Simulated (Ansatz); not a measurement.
```xyz
5

B     0.0477   -1.2227   -2.5892
F    -0.8715   -0.2829   -2.0920
Mg    0.6122    0.7294   -0.7126
S     1.6747   -1.1202   -1.9461
H    -0.4069   -1.9784   -3.3963
```

Geometry: PBE0-D3(BJ)/pcseg-1.

Theory: isolated molecule in a Gaussian basis; Kohn-Sham density functional theory, functional PBE0 in Ansatz 0.2.0.

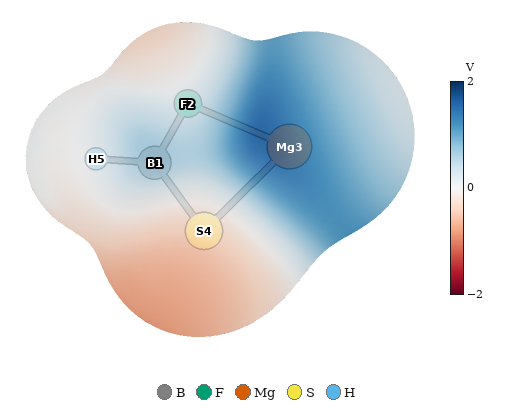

BFHMgS (doublet). The electrostatic potential painted on the density surface at 0.001 e/bohr³, seen at a tilt; red is negative and blue positive.

> Which sites attract a positive test charge, and which a negative one?

A positive charge is drawn to the negative regions and a negative charge to the positive ones. The most negative region (about −0.8 V) lies over S4, the most positive (about +1.6 V) over Mg3.

> How polar is the molecule by this calculation?

Its dipole moment is 2.17 D.
